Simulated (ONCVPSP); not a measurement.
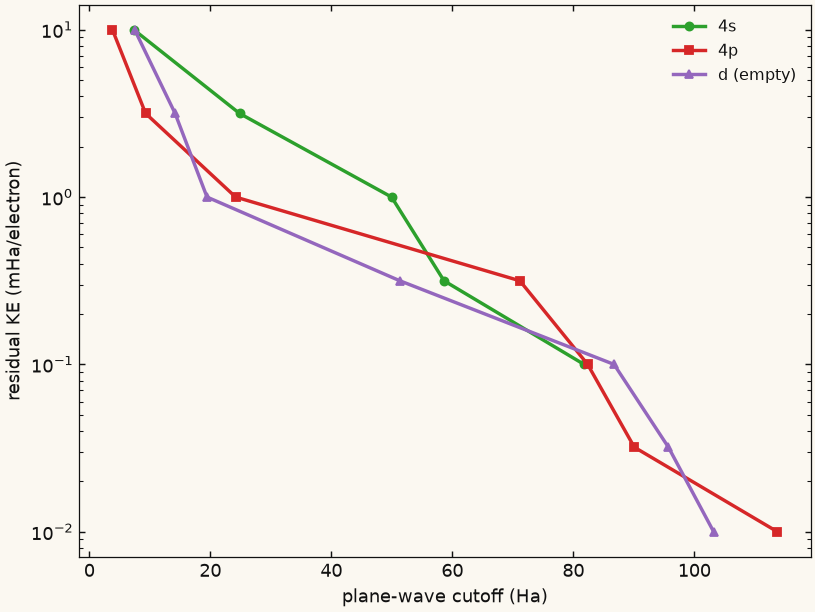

Residual kinetic energy of the pseudo-waves (the first of each channel, and further valence shells) beyond the plane-wave cutoff, as the generator prints it.

```json
{"Element": "bromine (Br)", "Generator": "ONCVPSP 4.0.1", "Type": "optimised norm-conserving Vanderbilt (ONCV)", "Functional": "PBE", "Relativity": "scalar-relativistic", "Frozen core": "[Ar] 3d10", "Valence charge": "7", "Reference configuration": "4s2 4p5", "Partial waves": "4s: rc 1.55 bohr, ncon 3, nbas 7, qcut 3.6 1/bohr, 2 projectors, debl 2.4 Ha; 4p: rc 1.30 bohr, ncon 4, nbas 7, qcut 6.6 1/bohr, 1 projector; d scattering state at 0.32 Ha: rc 1.55 bohr, ncon 4, nbas 8, qcut 6.3 1/bohr, 3 projectors, debl 1.6 Ha", "Local potential": "polynomial inside 1.15 bohr (lpopt 2, dvloc0 0 Ha)", "Core correction": "none"}
```

Q: At which cutoff does each wave reach 1 mHa per electron?

A: 4s: 50 Ha; 4p: 24 Ha; d (empty): 19 Ha.

Q: Which wave is the hardest at 1 mHa per electron, and which settings govern it?

A: 4s, with rc = 1.55 bohr and qcut = 3.6 1/bohr. The optimisation minimises, but can't always remove, the kinetic energy above qcut²/2 = 6.5 Ha, and a larger rc would as a rule soften the wave at some cost in transferability.

Q: Which cutoffs does the potential need for its occupied states?

A: 50 Ha for 1 mHa and 82 Ha for 0.1 mHa per electron. The first is set by 4s.

The potential isn't sound: its ghost test gives GHOST(-) flagged for d at -68.4 eV; GHOST(+) flagged for s at 157.4 eV (flags above 300 eV left out).
